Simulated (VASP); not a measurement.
Band structure of GeRh (space group Pnma). All values below come from PBEsol GGA, VASP's PBE PAW potentials (set 64) (plane waves; VASP).

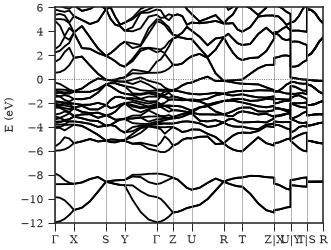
Figure. Bands along high-symmetry lines, zero at the valence-band maximum or, without a gap, the Fermi level

**Question.** Read the plot: is there a gap, and where are the band edges?

**Answer.** It has no gap at this level: it comes out as a metal or semimetal.

The structure comes from a computed database's GeRh entry; how it stands against other phases isn't given here. The cell was not relaxed at this level. The k-mesh is coarse (spacing up to 0.37 per Å, 2π included), so the numbers may not be converged in it.
